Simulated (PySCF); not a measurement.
## Single-point calculation, with input and output: GaI

GaI, computed with UHF/def2-svp, tda (PySCF 2.14.0).

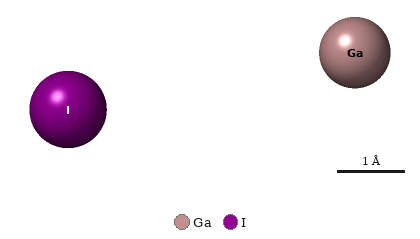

**Figure 1.** The structure as given in the input (ball-and-stick view, seen at a tilt).

## Summary

```json
{"quantity": "outcome", "value": "converged"}
{"quantity": "SCF energy", "value": "−2219.612878 hartree"}
{"quantity": "dipole moment", "value": "19.26 D"}
{"quantity": "hardware", "value": "1 CPU thread, shared host"}
{"quantity": "wall time", "value": "2.2 s"}
```

## The input
```python
from pyscf import gto, scf, tdscf

mol = gto.M(
    atom='Ga 0 0 0; I 0 0 5.03',
    basis='def2-svp',
    ecp={'I': 'def2-svp'},
    charge=0,
    spin=0,
    verbose=4,
)
mf = scf.UHF(mol)
mf.kernel()
td = tdscf.TDA(mf)
td.nstates = 3
td.kernel()
td.analyze(verbose=3)
mf.dip_moment()
print('orbital energies (hartree):', [e[max(0, n-3):n+3].round(4) for e, n in zip(mf.mo_energy, mol.nelec)])
```

Command:
```bash
OMP_NUM_THREADS=1 python input.py
```

## What the program printed
```
PySCF version 2.14.0

[INPUT] verbose = 4
[INPUT] num. atoms = 2
[INPUT] num. electrons = 56
[INPUT] charge = 0
[INPUT] spin (= nelec alpha-beta = 2S) = 0
[INPUT] symmetry False subgroup None
[INPUT] Mole.unit = angstrom
[INPUT] Symbol           X                Y                Z      unit          X                Y                Z       unit  Magmom
[INPUT]  1 Ga     0.000000000000   0.000000000000   0.000000000000 AA    0.000000000000   0.000000000000   0.000000000000 Bohr   0.0
[INPUT]  2 I      0.000000000000   0.000000000000   5.030000000000 AA    0.000000000000   0.000000000000   9.505322406562 Bohr   0.0

nuclear repulsion = 81.5332680840954
number of shells = 22
number of NR pGTOs = 135
number of NR cGTOs = 58
basis = def2-svp
ecp = {'I': 'def2-svp'}

******** <class 'pyscf.scf.uhf.UHF'> ********
method = UHF
initial guess = minao
damping factor = 0
level_shift factor = 0
DIIS = <class 'pyscf.scf.diis.CDIIS'>
diis_start_cycle = 1
diis_space = 8
diis_damp = 0
SCF conv_tol = 1e-09
SCF conv_tol_grad = None
SCF max_cycles = 50
direct_scf = True
direct_scf_tol = 1e-13
number electrons alpha = 28  beta = 28
Set gradient conv threshold to 3.16228e-05
init E= -2186.93444467637
  alpha nocc = 28  HOMO = -0.586731239654441  LUMO = -0.265020524025416
  beta  nocc = 28  HOMO = -0.586644866867402  LUMO = -0.265020524025416
  HOMO = -0.586644866867  LUMO = -0.265020524025  gap/eV = 8.75184
cycle= 1 E= -2218.6149077394  delta_E= -31.7  |g|= 1.51  |ddm|= 5.15
  alpha nocc = 28  HOMO = -0.103262525153636  LUMO = 0.0488227991360383
  beta  nocc = 28  HOMO = -0.103211129196518  LUMO = 0.0488227991360383
  HOMO = -0.103211129197  LUMO = 0.048822799136  gap/eV = 4.13705
cycle= 2 E= -2213.50439093817  delta_E= 5.11  |g|= 1.37  |ddm|= 4.05
  alpha nocc = 28  HOMO = -0.0703955493956627  LUMO = 0.0123271824574616
  beta  nocc = 28  HOMO = -0.0703632166082571  LUMO = 0.0123271824574616
  HOMO = -0.0703632166083  LUMO = 0.0123271824575  gap/eV = 2.25012
cycle= 3 E= -2219.14703203541  delta_E= -5.64  |g|= 0.716  |ddm|= 3.56
  alpha nocc = 28  HOMO = -0.315992027999066  LUMO = 0.0419201145296172
  beta  nocc = 28  HOMO = -0.31610621221752  LUMO = 0.0419201145296172
  HOMO = -0.315992027999  LUMO = 0.0419201145296  gap/eV = 9.73929
cycle= 4 E= -2219.49436570699  delta_E= -0.347  |g|= 0.319  |ddm|= 1.22
  alpha nocc = 28  HOMO = -0.231332086132108  LUMO = -0.0687383600087235
  beta  nocc = 28  HOMO = -0.231335369471982  LUMO = -0.0687383600087235
  HOMO = -0.231332086132  LUMO = -0.0687383600087  gap/eV = 4.42440
cycle= 5 E= -2219.59918542159  delta_E= -0.105  |g|= 0.101  |ddm|= 0.836
  alpha nocc = 28  HOMO = -0.219096987452632  LUMO = -0.0859123042413975
  beta  nocc = 28  HOMO = -0.21909941235096  LUMO = -0.0859123042413975
  HOMO = -0.219096987453  LUMO = -0.0859123042414  gap/eV = 3.62414
cycle= 6 E= -2219.60980480293  delta_E= -0.0106  |g|= 0.0248  |ddm|= 0.308
  alpha nocc = 28  HOMO = -0.221977039590364  LUMO = -0.082797262341051
  beta  nocc = 28  HOMO = -0.221978186203164  LUMO = -0.082797262341051
  HOMO = -0.22197703959  LUMO = -0.0827972623411  gap/eV = 3.78727
cycle= 7 E= -2219.61213910016  delta_E= -0.00233  |g|= 0.00933  |ddm|= 0.127
  alpha nocc = 28  HOMO = -0.230755960349707  LUMO = -0.0740742466690416
  beta  nocc = 28  HOMO = -0.230767039116192  LUMO = -0.0740742466690416
  HOMO = -0.23075596035  LUMO = -0.074074246669  gap/eV = 4.26353
cycle= 8 E= -2219.61280830967  delta_E= -0.000669  |g|= 0.00382  |ddm|= 0.0794
  alpha nocc = 28  HOMO = -0.232278876326553  LUMO = -0.0714294800197541
  beta  nocc = 28  HOMO = -0.232291413131103  LUMO = -0.0714294800197541
  HOMO = -0.232278876327  LUMO = -0.0714294800198  gap/eV = 4.37694
cycle= 9 E= -2219.6128678954  delta_E= -5.96e-05  |g|= 0.00125  |ddm|= 0.0286
  alpha nocc = 28  HOMO = -0.232729137484068  LUMO = -0.070768544237601
  beta  nocc = 28  HOMO = -0.232743322391945  LUMO = -0.070768544237601
  HOMO = -0.232729137484  LUMO = -0.0707685442376  gap/eV = 4.40717
cycle= 10 E= -2219.61287596813  delta_E= -8.07e-06  |g|= 0.000435  |ddm|= 0.00846
  alpha nocc = 28  HOMO = -0.232679543162667  LUMO = -0.0707840610232224
  beta  nocc = 28  HOMO = -0.232695351694794  LUMO = -0.0707840610232224
  HOMO = -0.232679543163  LUMO = -0.0707840610232  gap/eV = 4.40540
cycle= 11 E= -2219.61287767141  delta_E= -1.7e-06  |g|= 0.000177  |ddm|= 0.00342
  alpha nocc = 28  HOMO = -0.232585210803567  LUMO = -0.0707943316714729
  beta  nocc = 28  HOMO = -0.232603572708541  LUMO = -0.0707943316714729
  HOMO = -0.232585210804  LUMO = -0.0707943316715  gap/eV = 4.40255
cycle= 12 E= -2219.61287812367  delta_E= -4.52e-07  |g|= 4.16e-05  |ddm|= 0.00239
  alpha nocc = 28  HOMO = -0.232604025298602  LUMO = -0.0707582244099479
  beta  nocc = 28  HOMO = -0.232624966987982  LUMO = -0.0707582244099479
  HOMO = -0.232604025299  LUMO = -0.0707582244099  gap/eV = 4.40405
cycle= 13 E= -2219.61287814168  delta_E= -1.8e-08  |g|= 5.59e-06  |ddm|= 0.000552
  alpha nocc = 28  HOMO = -0.232602107509157  LUMO = -0.0707550936855072
  beta  nocc = 28  HOMO = -0.232625711137788  LUMO = -0.0707550936855072
  HOMO = -0.232602107509  LUMO = -0.0707550936855  gap/eV = 4.40408
cycle= 14 E= -2219.61287814185  delta_E= -1.7e-10  |g|= 3.27e-06  |ddm|= 3.66e-05
  alpha nocc = 28  HOMO = -0.232601155189988  LUMO = -0.0707548939607159
  beta  nocc = 28  HOMO = -0.232627226583189  LUMO = -0.0707548939607159
  HOMO = -0.23260115519  LUMO = -0.0707548939607  gap/eV = 4.40406
```

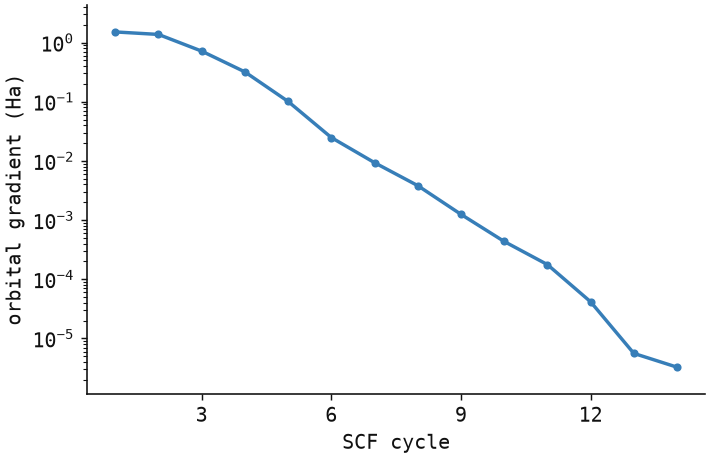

**Figure 2.** Convergence of the self-consistent field: orbital gradient against the SCF cycle. The residual falls at every step.

```
Extra cycle  E= -2219.61287814194  delta_E= -8.73e-11  |g|= 3.45e-06  |ddm|= 1.68e-05
converged SCF energy = -2219.61287814194  <S^2> = 4.6975622e-08  2S+1 = 1.0000001

******** <class 'pyscf.tdscf.uhf.TDA'> for <class 'pyscf.scf.uhf.UHF'> ********
nstates = 3
deg_eia_thresh = 1.000e-03
wfnsym = None
conv_tol = 1e-05
eigh lindep = 1e-12
eigh level_shift = 0
eigh max_cycle = 100

Excitation energies (eV)
[1.16531657 1.16531657 1.22925919]

** Excitation energies and oscillator strengths **
Excited State   1:      1.16532 eV   1063.95 nm  f=0.0000
Excited State   2:      1.16532 eV   1063.95 nm  f=0.0000
Excited State   3:      1.22926 eV   1008.61 nm  f=0.0000
Dipole moment(X, Y, Z, Debye): -0.00000,  0.00000, -19.25514
orbital energies (hartree): [array([-0.2379, -0.2379, -0.2326, -0.0708, -0.0708, -0.0649]), array([-0.2379, -0.2379, -0.2326, -0.0708, -0.0708, -0.0649])]
```
